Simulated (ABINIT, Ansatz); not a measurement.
# Lattice dynamics of Zr (Zirconium) in two programs, part 3 of 4

How does Zr (Zirconium) vibrate, and is this structure a minimum?

ABINIT 10.8.3; DFT PBEsol, scalar-relativistic, plane waves, PseudoDojo norm-conserving pseudopotentials.

So far. Step 4 (Self-consistent run for the response): The cell stands at -0.47 GPa: the relaxation ran with a smoothed and higher cutoff, and the difference is a stress of the finite basis. Step 5 (Linear response at Γ): The acoustic modes at Γ come out as far as 7.8 cm⁻¹ from zero, where they should vanish, a small numerical error. The relaxed cell has a = 3.185, c = 5.122 Å (conventional setting).

### Step 7. Interpolated phonon bands

anaddb transforms the dynamical matrices to force constants and back along the path; points of the mesh come back as solved, but for the sum rule and, in polar crystals, the LO-TO term at Γ; the rest is interpolation.

File anaddb.abi:

```
ddb_filepath "all_DDB"
output_file "anaddb.abo"
outdata_prefix "anaddb"
ifcflag 1
ngqpt 3 3 2
nqshft 1
q1shft 0.0 0.0 0.0
asr 1
chneut 0
dipdip 0
dipquad 0
quadquad 0
enunit 0
eivec 0
nph1l 93
qph1l 
    0.0 0.0 0.0 1.0
    0.05 0.0 0.0 1.0
    0.1 0.0 0.0 1.0
    0.15 0.0 0.0 1.0
    0.2 0.0 0.0 1.0
    0.25 0.0 0.0 1.0
    0.3 0.0 0.0 1.0
    0.35 0.0 0.0 1.0
    0.4 0.0 0.0 1.0
    0.45 0.0 0.0 1.0
    0.5 0.0 0.0 1.0
    0.48333333 0.03333333 0.0 1.0
    0.46666667 0.06666667 0.0 1.0
    0.45 0.1 0.0 1.0
    0.43333333 0.13333333 0.0 1.0
    0.41666667 0.16666667 0.0 1.0
    0.4 0.2 0.0 1.0
    0.38333333 0.23333333 0.0 1.0
    0.36666667 0.26666667 0.0 1.0
    0.35 0.3 0.0 1.0
    0.33333333 0.33333333 0.0 1.0
    0.3 0.3 0.0 1.0
    0.26666667 0.26666667 0.0 1.0
    0.23333333 0.23333333 0.0 1.0
    0.2 0.2 0.0 1.0
    0.16666667 0.16666667 0.0 1.0
    0.13333333 0.13333333 0.0 1.0
    0.1 0.1 0.0 1.0
    0.06666667 0.06666667 0.0 1.0
    0.03333333 0.03333333 0.0 1.0
    0.0 0.0 0.0 1.0
    0.0 0.0 0.05 1.0
    0.0 0.0 0.1 1.0
    0.0 0.0 0.15 1.0
    0.0 0.0 0.2 1.0
    0.0 0.0 0.25 1.0
    0.0 0.0 0.3 1.0
    0.0 0.0 0.35 1.0
    0.0 0.0 0.4 1.0
    0.0 0.0 0.45 1.0
    0.0 0.0 0.5 1.0
    0.05 0.0 0.5 1.0
    0.1 0.0 0.5 1.0
    0.15 0.0 0.5 1.0
    0.2 0.0 0.5 1.0
    0.25 0.0 0.5 1.0
    0.3 0.0 0.5 1.0
    0.35 0.0 0.5 1.0
    0.4 0.0 0.5 1.0
    0.45 0.0 0.5 1.0
    0.5 0.0 0.5 1.0
    0.48333333 0.03333333 0.5 1.0
    0.46666667 0.06666667 0.5 1.0
    0.45 0.1 0.5 1.0
    0.43333333 0.13333333 0.5 1.0
    0.41666667 0.16666667 0.5 1.0
    0.4 0.2 0.5 1.0
    0.38333333 0.23333333 0.5 1.0
    0.36666667 0.26666667 0.5 1.0
    0.35 0.3 0.5 1.0
    0.33333333 0.33333333 0.5 1.0
    0.3 0.3 0.5 1.0
    0.26666667 0.26666667 0.5 1.0
    0.23333333 0.23333333 0.5 1.0
    0.2 0.2 0.5 1.0
    0.16666667 0.16666667 0.5 1.0
    0.13333333 0.13333333 0.5 1.0
    0.1 0.1 0.5 1.0
    0.06666667 0.06666667 0.5 1.0
    0.03333333 0.03333333 0.5 1.0
    0.0 0.0 0.5 1.0
    0.5 0.0 0.5 1.0
    0.5 0.0 0.45 1.0
    0.5 0.0 0.4 1.0
    0.5 0.0 0.35 1.0
    0.5 0.0 0.3 1.0
    0.5 0.0 0.25 1.0
    0.5 0.0 0.2 1.0
    0.5 0.0 0.15 1.0
    0.5 0.0 0.1 1.0
    0.5 0.0 0.05 1.0
    0.5 0.0 0.0 1.0
    0.33333333 0.33333333 0.5 1.0
    0.33333333 0.33333333 0.45 1.0
    0.33333333 0.33333333 0.4 1.0
    0.33333333 0.33333333 0.35 1.0
    0.33333333 0.33333333 0.3 1.0
    0.33333333 0.33333333 0.25 1.0
    0.33333333 0.33333333 0.2 1.0
    0.33333333 0.33333333 0.15 1.0
    0.33333333 0.33333333 0.1 1.0
    0.33333333 0.33333333 0.05 1.0
    0.33333333 0.33333333 0.0 1.0
```

File mrgddb.in:

```
all_DDB
merged
6
dfpt_gammao_DDB
dfpt_qo_DS1_DDB
dfpt_qo_DS2_DDB
dfpt_qo_DS3_DDB
dfpt_qo_DS4_DDB
dfpt_qo_DS5_DDB
```

Launch:

```sh
$ mrgddb < mrgddb.in > mrgddb.log
$ OMP_NUM_THREADS=1 anaddb anaddb.abi > anaddb.log
```

anaddb.abo, the main output file:

```text
[banners, grids, parts of the stress and lines that vanish by symmetry left out]
-outvars_anaddb: echo values of input variables ----------------------

 Flags :
[...]
Phonon wavevector (reduced coordinates) :  0.00000  0.00000  0.00000
 Phonon energies in Hartree :
[...]
Phonon frequencies in cm-1    :
-  0.000000E+00  0.000000E+00  0.000000E+00  6.026312E+01  6.026312E+01
-  1.623492E+02
[...]
Phonon wavevector (reduced coordinates) :  0.05000  0.00000  0.00000
 Phonon energies in Hartree :
[...]
Phonon frequencies in cm-1    :
-  9.685805E+00  1.070021E+01  2.369239E+01  6.433519E+01  6.712285E+01
-  1.628077E+02
[...]
Phonon wavevector (reduced coordinates) :  0.10000  0.00000  0.00000
 Phonon energies in Hartree :
[...]
Phonon frequencies in cm-1    :
-  1.943716E+01  2.137222E+01  4.768105E+01  7.482352E+01  8.339914E+01
-  1.639989E+02
[...]
Phonon wavevector (reduced coordinates) :  0.15000  0.00000  0.00000
 Phonon energies in Hartree :
[...]
Phonon frequencies in cm-1    :
-  2.931941E+01  3.146995E+01  7.145019E+01  8.867210E+01  1.029454E+02
-  1.654347E+02
[...]
Phonon wavevector (reduced coordinates) :  0.20000  0.00000  0.00000
 Phonon energies in Hartree :
[...]
Phonon frequencies in cm-1    :
-  3.938201E+01  4.039798E+01  9.419033E+01  1.035931E+02  1.223674E+02
-  1.664867E+02
[...]
Phonon wavevector (reduced coordinates) :  0.25000  0.00000  0.00000
 Phonon energies in Hartree :
[...]
Phonon frequencies in cm-1    :
-  4.780809E+01  4.961440E+01  1.151687E+02  1.181090E+02  1.399591E+02
-  1.665790E+02
  Phonon wavevector (reduced coordinates) :  0.30000  0.00000  0.00000
 Phonon energies in Hartree :
[...]
Phonon frequencies in cm-1    :
-  5.359258E+01  5.986758E+01  1.312041E+02  1.337701E+02  1.547391E+02
-  1.653619E+02
  Phonon wavevector (reduced coordinates) :  0.35000  0.00000  0.00000
 Phonon energies in Hartree :
[...]
Phonon frequencies in cm-1    :
-  5.781359E+01  6.974344E+01  1.421302E+02  1.494702E+02  1.628542E+02
-  1.660913E+02
  Phonon wavevector (reduced coordinates) :  0.40000  0.00000  0.00000
 Phonon energies in Hartree :
[...]
Phonon frequencies in cm-1    :
-  6.062955E+01  7.845879E+01  1.503291E+02  1.595725E+02  1.618048E+02
-  1.736504E+02
  Phonon wavevector (reduced coordinates) :  0.45000  0.00000  0.00000
 Phonon energies in Hartree :
[...]
Phonon frequencies in cm-1    :
-  6.222338E+01  8.474531E+01  1.554065E+02  1.566113E+02  1.702855E+02
-  1.773316E+02
  Phonon wavevector (reduced coordinates) :  0.50000  0.00000  0.00000
 Phonon energies in Hartree :
[...]
Phonon frequencies in cm-1    :
-  6.273693E+01  8.709360E+01  1.553821E+02  1.571253E+02  1.737474E+02
-  1.779611E+02
  Phonon wavevector (reduced coordinates) :  0.48333  0.03333  0.00000
 Phonon energies in Hartree :
[...]
Phonon frequencies in cm-1    :
-  6.450837E+01  8.748412E+01  1.550050E+02  1.560396E+02  1.751183E+02
-  1.775430E+02
  Phonon wavevector (reduced coordinates) :  0.46667  0.06667  0.00000
 Phonon energies in Hartree :
[...]
Phonon frequencies in cm-1    :
-  6.948946E+01  8.865373E+01  1.535722E+02  1.538797E+02  1.762974E+02
-  1.784163E+02
  Phonon wavevector (reduced coordinates) :  0.45000  0.10000  0.00000
 Phonon energies in Hartree :
[...]
Phonon frequencies in cm-1    :
-  7.689111E+01  9.059502E+01  1.507702E+02  1.520231E+02  1.742506E+02
-  1.825204E+02
[...]
Phonon wavevector (reduced coordinates) :  0.10000  0.00000  0.50000
 Phonon energies in Hartree :
[...]
Phonon frequencies in cm-1    :
-  5.528089E+01  5.528089E+01  6.151099E+01  6.151099E+01  1.390678E+02
-  1.390678E+02
  Phonon wavevector (reduced coordinates) :  0.15000  0.00000  0.50000
 Phonon energies in Hartree :
[...]
Phonon frequencies in cm-1    :
-  6.567130E+01  6.567130E+01  7.575393E+01  7.575393E+01  1.432504E+02
-  1.432504E+02
  Phonon wavevector (reduced coordinates) :  0.20000  0.00000  0.50000
 Phonon energies in Hartree :
[...]
Phonon frequencies in cm-1    :
-  7.681062E+01  7.681062E+01  8.908872E+01  8.908872E+01  1.490604E+02
-  1.490604E+02
  Phonon wavevector (reduced coordinates) :  0.25000  0.00000  0.50000
 Phonon energies in Hartree :
[...]
Phonon frequencies in cm-1    :
-  8.754360E+01  8.754360E+01  9.986567E+01  9.986567E+01  1.563019E+02
-  1.563019E+02
  Phonon wavevector (reduced coordinates) :  0.30000  0.00000  0.50000
 Phonon energies in Hartree :
[...]
Phonon frequencies in cm-1    :
-  9.712248E+01  9.712248E+01  1.075814E+02  1.075814E+02  1.643228E+02
-  1.643228E+02
  Phonon wavevector (reduced coordinates) :  0.35000  0.00000  0.50000
 Phonon energies in Hartree :
[...]
Phonon frequencies in cm-1    :
-  1.050367E+02  1.050367E+02  1.125900E+02  1.125900E+02  1.720421E+02
-  1.720421E+02
[...]
Phonon wavevector (reduced coordinates) :  0.33333  0.33333  0.05000
 Phonon energies in Hartree :
[...]
Phonon frequencies in cm-1    :
-  1.194084E+02  1.194084E+02  1.412115E+02  1.412115E+02  1.452512E+02
-  2.016876E+02
  Phonon wavevector (reduced coordinates) :  0.33333  0.33333  0.00000
 Phonon energies in Hartree :
[...]
Phonon frequencies in cm-1    :
-  1.220131E+02  1.220131E+02  1.388134E+02  1.388134E+02  1.449816E+02
-  2.020983E+02
-
```

It took 0.57 s on 1 thread of Arm Neoverse V2, shared host.

Numbers from this step:

* lowest frequency on the path: 0 cm⁻¹

Anaddb. The phonon branches at the labelled points (cm⁻¹):

| point | branch 1 | branch 2 | branch 3 | branch 4 | branch 5 | branch 6 |
| --- | --- | --- | --- | --- | --- | --- |
| Γ | 0 | 0 | 0 | 60 | 60 | 162 |
| M | 63 | 87 | 155 | 157 | 174 | 178 |
| K | 122 | 122 | 139 | 139 | 145 | 202 |
| Γ | 0 | 0 | 0 | 60 | 60 | 162 |
| A | 44 | 44 | 44 | 44 | 136 | 136 |
| L | 116 | 116 | 118 | 118 | 184 | 184 |
| H | 68 | 68 | 171 | 171 | 177 | 177 |
| A | 44 | 44 | 44 | 44 | 136 | 136 |
| jump to L | 116 | 116 | 118 | 118 | 184 | 184 |
| M | 63 | 87 | 155 | 157 | 174 | 178 |
| jump to H | 68 | 68 | 171 | 171 | 177 | 177 |
| K | 122 | 122 | 139 | 139 | 145 | 202 |

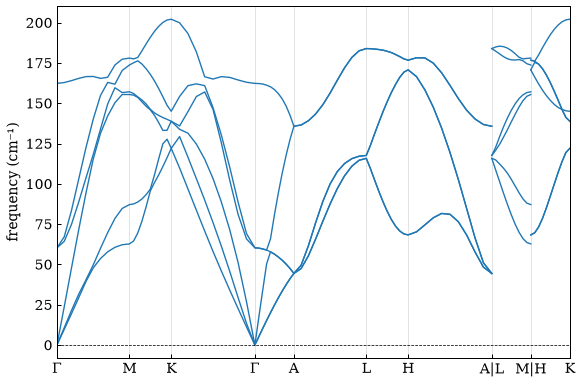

Phonon branches along the path.

All branches are real along the path.

### Step 8. Sums over the zone

Sums over the zone need many more wavevectors than were solved, so the interpolation is sampled on a dense mesh.

File anaddb.abi:

```
ddb_filepath "all_DDB"
output_file "anaddb.abo"
outdata_prefix "anaddb"
ifcflag 1
ngqpt 3 3 2
nqshft 1
q1shft 0.0 0.0 0.0
asr 1
chneut 0
dipdip 0
dipquad 0
quadquad 0
prtdos 2
ng2qpt 16 16 9
dosdeltae 4.5563e-06
ntemper 11
temperinc 100.0
tempermin 0.0
```

Launch:

```sh
$ OMP_NUM_THREADS=1 anaddb anaddb.abi > anaddb.log
```

anaddb.abo, the main output file:

```text
-outvars_anaddb: echo values of input variables ----------------------

 Flags :
     ifcflag         1
 Miscellaneous information :
         asr         1
      chneut         0
 Interatomic Force Constants Inputs :
      dipdip         0
     dipquad         0
    quadquad         0
      ifcana         0
      ifcout         0
 Description of grid 1 :
        brav         1
       ngqpt         3         3         2
      nqshft         1
      q1shft
                     0.00000000E+00  0.00000000E+00  0.00000000E+00
 Phonon DOS information :
   dosdeltae  4.55630000E-06
    dossmear  4.55633525E-06
 Description of grid 2 (Fourier interp. or BZ sampling):
      ng2qpt        16        16         9
      ngrids         4
      q2shft         0.00000000E+00  0.00000000E+00  0.00000000E+00

================================================================================

 read the DDB information and perform some checks

  ==== Info on the Cryst% object ====
 Real(R)+Recip(G) space primitive vectors, cartesian coordinates (Bohr,Bohr^-1):
 R(1)=  6.0192523  0.0000000  0.0000000  G(1)=  0.1661336  0.0959173  0.0000000
 R(2)= -3.0096261  5.2128254  0.0000000  G(2)=  0.0000000  0.1918345  0.0000000
 R(3)=  0.0000000  0.0000000  9.6798314  G(3)=  0.0000000  0.0000000  0.1033076
 Unit cell volume ucvol=  3.0372708E+02 bohr^3
 Angles (23,13,12)=  9.00000000E+01  9.00000000E+01  1.20000000E+02 degrees
 Time-reversal symmetry is present
 Reduced atomic positions [iatom, xred, symbol]:
    1)    0.3333333  0.6666667  0.2500000  Zr
    2)    0.6666667  0.3333333  0.7500000  Zr

 DDB file with 6 blocks has been read.

================================================================================

 Calculation of the interatomic forces

       Homogeneous q point set in the B.Z.
 Grid q points  :       18
  1)   0.00000000E+00  0.00000000E+00  0.00000000E+00
  2)   3.33333333E-01  0.00000000E+00  0.00000000E+00
  3)  -3.33333333E-01  0.00000000E+00  0.00000000E+00
  4)   0.00000000E+00  3.33333333E-01  0.00000000E+00
  5)   3.33333333E-01  3.33333333E-01  0.00000000E+00
  6)  -3.33333333E-01  3.33333333E-01  0.00000000E+00
  7)   0.00000000E+00 -3.33333333E-01  0.00000000E+00
  8)   3.33333333E-01 -3.33333333E-01  0.00000000E+00
  9)  -3.33333333E-01 -3.33333333E-01  0.00000000E+00
 10)   0.00000000E+00  0.00000000E+00  5.00000000E-01
 11)   3.33333333E-01  0.00000000E+00  5.00000000E-01
 12)  -3.33333333E-01  0.00000000E+00  5.00000000E-01
 13)   0.00000000E+00  3.33333333E-01  5.00000000E-01
 14)   3.33333333E-01  3.33333333E-01  5.00000000E-01
 15)  -3.33333333E-01  3.33333333E-01  5.00000000E-01
 16)   0.00000000E+00 -3.33333333E-01  5.00000000E-01
 17)   3.33333333E-01 -3.33333333E-01  5.00000000E-01
 18)  -3.33333333E-01 -3.33333333E-01  5.00000000E-01

 The interatomic forces have been obtained

================================================================================

 Calculation of phonon density of states

 Average speed of sound partial sums:     0.1166270901E-02 (at units)
-                                   =           2.5514 [km/s]

 Debye frequency from partial sums:     0.6762728106E-03 (Ha)
-                                 =     0.4449661338E+01 (THz)
-Debye temperature from partial sums:     0.2135500636E+03 (K)

 Average speed of sound:     0.9545777303E-03 (at units)
-                      =           2.0883 [km/s]

 Debye frequency from DOS:     0.5535205964E-03 (Ha)
-                        =     0.3641990568E+01 (THz)
-Debye temperature from DOS:     0.1747879800E+03 (K)

-
```

The job ended after 0.58 s (1 thread).

Numbers from this step:

```
share of modes beyond 3i cm⁻¹ on the dense interpolated mesh : 0
zero-point energy per atom                                   : 22.85 meV
heat capacity at 300 K                                       : 24.16 J/(mol atoms K)
vibrational entropy at 300 K                                 : 40.28 J/(mol atoms K)
```

The phonon density of states has structure finer than the step of the table below, so its rows give means over 20 cm⁻¹, whole bins alone (the curve runs from -30 to 232 cm⁻¹). Peaks (cm⁻¹: height): 77.0: 0.0744, 156.0: 0.0563, 167.0: 0.0875.

Tetrahedra. Table of phonon density of states by wavenumber; means over each step:

| wavenumber (cm⁻¹) | phonon density of states (1/cm⁻¹/cell) |
| --- | --- |
| -20 | 0 |
| 0 | 5.5e-5 |
| 20 | 0.00179 |
| 40 | 0.00783 |
| 60 | 0.0225 |
| 80 | 0.0519 |
| 100 | 0.0385 |
| 120 | 0.0325 |
| 140 | 0.0427 |
| 160 | 0.0547 |
| 180 | 0.0439 |
| 200 | 0.00256 |
| 220 | 0 |

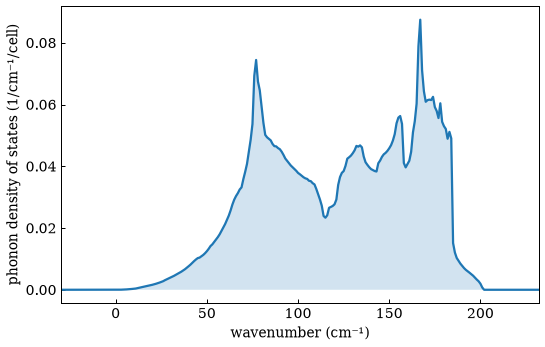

Phonon density of states, plotted against wavenumber.

Harmonic thermodynamic functions per atom, summed over the density of states scaled to three modes an atom; melting is ignored. Thermodynamic functions:

| T (K) | F_vib (meV/atom) | S (J/mol-atom/K) | C_V (J/mol-atom/K) |
| --- | --- | --- | --- |
| 0 | 22.85 | 0 | 0 |
| 50 | 22.03 | 5.286 | 10.45 |
| 100 | 16.54 | 15.72 | 19.11 |
| 200 | -8.14 | 30.65 | 23.23 |
| 300 | -45.2 | 40.28 | 24.16 |
| 400 | -90.74 | 47.28 | 24.5 |
| 500 | -142.7 | 52.77 | 24.66 |
| 600 | -199.8 | 57.27 | 24.74 |
| 700 | -261.2 | 61.09 | 24.8 |
| 800 | -326.2 | 64.4 | 24.83 |
| 900 | -394.5 | 67.33 | 24.85 |
| 1000 | -465.7 | 69.95 | 24.87 |

At 300 K the heat capacity has reached 97 % of the Dulong-Petit value.

(Part 3 of 4 ends here.)

[Host names and launcher messages were left out of these logs when they were recorded.]

[Logs are printed without paths, hosts, clocks, repeated set-up lines and the standing remarks that a program may print on its own settings, such as how far it seeks lower states.]

[Hosts, paths, dates, database ids (printed as entryN), source tags and the programs' standing remarks are cut or masked in the printed files.]
